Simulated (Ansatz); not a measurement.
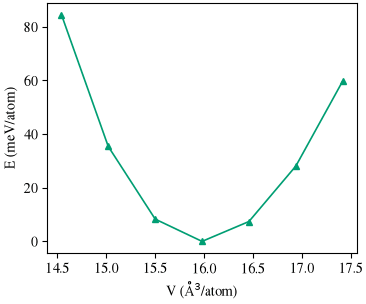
Fig. 1. TiAu in space group P4/nmm (No. 129; Ti on 2c, Au on 2c) under volume change, LDA in the plane-wave PAW code Ansatz, shape and atoms relaxed at each volume.

**Question.** What does a third-order Birch–Murnaghan fit give for V₀, B₀ and B′?

**Answer.** V₀ = 15.98 Å³/atom, B₀ = 175 GPa, B′ = 4.8.

The first step of the workflow began from a Materials Project structure, measured or hypothetical; the Crystallography Open Database copy checked does not list it. COD files the formula under space group No. 221. Its standing as an ambient phase is unchecked. Symmetry was held in the LDA relaxation; its stability against distortions is not shown here. No spin polarisation was allowed. Spin–orbit coupling is left out wherever it is not named.

Potentials: the later of the program's two PAW sets.
